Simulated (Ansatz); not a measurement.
**SiH2SF2 (SMILES F[SiH](F)S): PBEsol-D4/jun-cc-pV(T+d)Z (accuracy low, 1 point charge)**

What is the energy difference between two shapes of SiH2SF2 at PBEsol-D4/jun-cc-pV(T+d)Z (accuracy low, 1 point charge)? 

The calculation is run with Ansatz 0.2.0.

4 further runs of the same task are left out: 2 that didn't finish, 2 set aside as unsound or not needed.

## (1) The system as given

The species is SiH2SF2 (6 atoms), meant as a singlet with charge 0. SMILES: `F[SiH](F)S`. Geometry: relaxed at PBE0-D4/def2-TZVP. This is one conformer, not always the lowest.

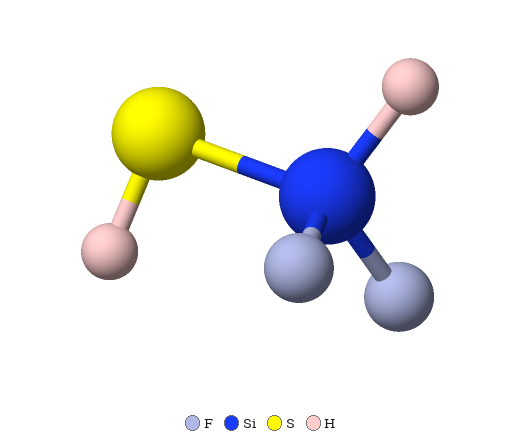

The structure, seen from a chosen angle (fluorine light blue, silicon blue, sulfur yellow, hydrogen pink).

## (2) Energy and gradient at PBEsol-D4/jun-cc-pV(T+d)Z (accuracy low, 1 point charge)

File run.yaml:

```yaml
crystal:
  periodic: [false, false, false]
  atoms:
    - {symbol: F, position_ang: [-0.390100, -1.503700, 0.703600]}
    - {symbol: Si, position_ang: [0.413300, -0.308900, 0.041100]}
    - {symbol: F, position_ang: [0.491500, -0.663200, -1.501700]}
    - {symbol: S, position_ang: [-0.555100, 1.532600, 0.355800]}
    - {symbol: H, position_ang: [1.769100, -0.249400, 0.605800]}
    - {symbol: H, position_ang: [-1.686500, 1.128700, -0.250700]}
basis:
  gaussian:
    orbitals: jun-cc-pV_T+d_Z.json
    point_charges: [{charge: -0.5, position_ang: [2.7845, -4.5240, -0.4731]}]
accuracy: low
output:
  forces: true
  orbitals: {seedname: orbitals}
hamiltonian:
  xc: {name: PBEsol}
  dispersion: d4
```

The basis set jun-cc-pV(T+d)Z is read from a file made from the Basis Set Exchange's data (not shown).

Command:

```sh
$ ansatz run run.yaml --threads 1 --pin off --max-ram 2610MiB --events-out events.jsonl --progress --plain --runs-dir runs
```

The log of the run:

```text
Warning: RAYON_NUM_THREADS=1 ignored (pool sized by the plan → 1); use --threads N
Functional definition: PBEsol
  name "PBEsol"
  exchange = pbesol_x
  correlation = pbesol_c
1187 factors; their error is unknown
mean field evaluation 1: about -24122.0971 eV, gradient 4.7e1 eV
mean field evaluation 2: about -24113.7794 eV, gradient 9.2e1 eV
mean field evaluation 4: about -24125.3143 eV, gradient 2.6e0 eV
mean field evaluation 8: about -24125.3107 eV, gradient 1.5e-1 eV
mean field evaluation 16: about -24125.3107 eV, gradient 4.0e-5 eV
mean field -24125.31067545 eV, -886.5888145999 hartree, gradient 4.0e-5 eV, S^2 0.000000; 0 other end points of the search recorded, 0 dependent functions left out
the calculation of the forces begins
reference -24125.31073382 eV, -886.5888167450 hartree; 25, 25 occupied and 177, 177 virtual orbitals, 1187 factors
Total energy: -24125.35033586 eV, -886.5902720932 hartree
Atom 0 at    -0.390100    -1.503700     0.703600 Å, force    -0.275199    -0.179935     0.199841 eV/Å
Atom 1 at     0.413300    -0.308900     0.041100 Å, force     0.241954    -0.167060     0.052156 eV/Å
Atom 2 at     0.491500    -0.663200    -1.501700 Å, force    -0.038446     0.037249    -0.394217 eV/Å
Atom 3 at    -0.555100     1.532600     0.355800 Å, force     0.132645     0.309174     0.169305 eV/Å
Atom 4 at     1.769100    -0.249400     0.605800 Å, force     0.179181     0.078268     0.099696 eV/Å
Atom 5 at    -1.686500     1.128700    -0.250700 Å, force    -0.244873    -0.101857    -0.136374 eV/Å
Dipole moment:     0.054959     0.038861     0.039559 e Å
```

Wall time 7.5 s (1 thread of Arm Neoverse V1, shared host); peak memory 0.25 GiB.

## (3) The distorted shape

File run.yaml:

```yaml
crystal:
  periodic: [false, false, false]
  atoms:
    - {symbol: F, position_ang: [-0.363434, -1.382653, 0.687960]}
    - {symbol: Si, position_ang: [0.381269, -0.218135, 0.028291]}
    - {symbol: F, position_ang: [0.513437, -0.612559, -1.396546]}
    - {symbol: S, position_ang: [-0.450739, 1.585435, 0.393051]}
    - {symbol: H, position_ang: [1.741571, -0.208650, 0.413842]}
    - {symbol: H, position_ang: [-1.649955, 1.319495, -0.417343]}
basis:
  gaussian:
    orbitals: jun-cc-pV_T+d_Z.json
    point_charges: [{charge: -0.5, position_ang: [2.7845, -4.5240, -0.4731]}]
accuracy: low
output:
  forces: true
  orbitals: {seedname: orbitals}
hamiltonian:
  xc: {name: PBEsol}
  dispersion: d4
```

The basis set jun-cc-pV(T+d)Z is read from a file made from the Basis Set Exchange's data (not shown).

Command:

```sh
$ ansatz run run.yaml --threads 1 --pin off --max-ram 2610MiB --events-out events.jsonl --progress --plain --runs-dir runs
```

The log of the run, shortened:

```text
Warning: RAYON_NUM_THREADS=1 ignored (pool sized by the plan → 1); use --threads N
Functional definition: PBEsol
  name "PBEsol"
[...]
1187 factors; their error is unknown
[...]
mean field -24124.58832048 eV, -886.5622685443 hartree, gradient 3.3e-5 eV, S^2 0.000000; 0 other end points of the search recorded, 0 dependent functions left out
[...]
reference -24124.58837934 eV, -886.5622707074 hartree; 25, 25 occupied and 177, 177 virtual orbitals, 1187 factors
Total energy: -24124.62800187 eV, -886.5637268087 hartree
Atom 0 at    -0.363434    -1.382653     0.687960 Å, force    -1.528995    -1.816430     1.368079 eV/Å
Atom 1 at     0.381269    -0.218135     0.028291 Å, force     1.165973     0.836091     2.727422 eV/Å
Atom 2 at     0.513437    -0.612559    -1.396546 Å, force    -0.104113    -1.040933    -5.391262 eV/Å
Atom 3 at    -0.450739     1.585435     0.393051 Å, force    -2.542991     1.390982    -0.876324 eV/Å
Atom 4 at     1.741571    -0.208650     0.413842 Å, force     1.334757     0.285128     0.995476 eV/Å
Atom 5 at    -1.649955     1.319495    -0.417343 Å, force     1.670819     0.333268     1.172560 eV/Å
Dipole moment:    -0.057691     0.081269    -0.036075 e Å
```

It took 8.1 s on 1 thread of Arm Neoverse V1, shared host; peak memory 0.25 GiB.

## (4) Summary of results

Level: PBEsol-D4/jun-cc-pV(T+d)Z (accuracy low, 1 point charge).

| quantity | value |
| --- | --- |
| first shape: total energy | -886.59027 Eh |
| first shape: dipole moment | 0.38 D |
| first shape: HOMO–LUMO gap | 5.85 eV |
| first shape: dispersion energy | -3.82 kJ/mol |
| first shape: largest force on an atom | 0.398 eV/Å |
| distorted shape: total energy | -886.56373 Eh |
| distorted shape: dipole moment | 0.51 D |
| distorted shape: HOMO–LUMO gap | 5.20 eV |
| distorted shape: dispersion energy | -3.82 kJ/mol |
| distorted shape: largest force on an atom | 5.492 eV/Å |
| energy change with the atoms displaced | 0.722 eV |

In words: With the atoms displaced the energy rises by 0.72 eV (69.7 kJ/mol). The first shape isn't relaxed at this level, so the change isn't measured from a minimum. The largest force (first shape) is 0.40 eV/Å: the shape isn't a stationary point for this species at this level. Mulliken charges (first shape) run from -0.27 on F3 to +0.65 on Si2; they depend strongly on the basis. The accuracy setting (first shape) is loose, so the last digits carry no meaning. Mulliken charges (distorted shape) run from -0.24 on F1 to +0.54 on Si2; they depend strongly on the basis. The accuracy setting (distorted shape) is loose, so the last digits carry no meaning.
